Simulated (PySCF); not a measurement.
# C8H8N2: the cost of one run

Programs: PySCF 2.14.0, with routines of our own; each step states its level. All values are computed. Atoms count from 0.

### 1 The starting structure

18 atoms, charge 0, multiplicity 1; geometry from: GFN2-xTB.

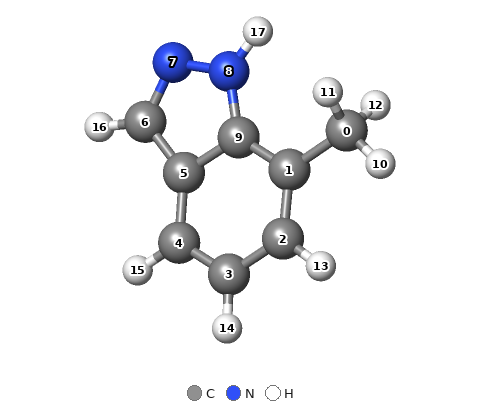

The starting geometry (carbon grey, nitrogen blue, hydrogen white).

### 2 Magnetic properties: GIAO HF/pcSseg-1

What the job is given:

```
{"job": {"kind": "mag", "xc": "HF", "basis": "pcSseg-1", "isotopologues": 0}, "charge": 0, "multiplicity": 1}
C      2.250116    -0.835810    -0.282899
C      1.021106     0.004900    -0.120359
C      1.048516     1.382154    -0.088937
C     -0.112372     2.155256     0.061306
C     -1.351108     1.578657     0.191123
C     -1.423357     0.183141     0.169439
C     -2.452123    -0.789904     0.269233
N     -1.961799    -1.999466     0.183484
N     -0.636254    -1.881292     0.028856
C     -0.242203    -0.581045     0.013123
H      3.131252    -0.208816    -0.392586
H      2.165460    -1.471528    -1.164812
H      2.389568    -1.480405     0.585659
H      1.998076     1.889103    -0.185338
H     -0.016974     3.231054     0.074736
H     -2.243552     2.174283     0.306021
H     -3.504894    -0.636969     0.398429
H     -0.068217    -2.706996    -0.058133
```

Level: GIAO HF/pcSseg-1 magnetisability, rotational g tensor and spin-rotation constants, non-relativistic, gas phase.

The run is started by

```bash
> OMP_NUM_THREADS=1 python excited_run.py task.json out
```

This one command runs all jobs of the session in turn.

Q: Estimate the wall time and peak memory of this first job on 1 thread of Intel Xeon 6975P-C, shared host.

About 17 s, with a peak of 0.94 GiB.
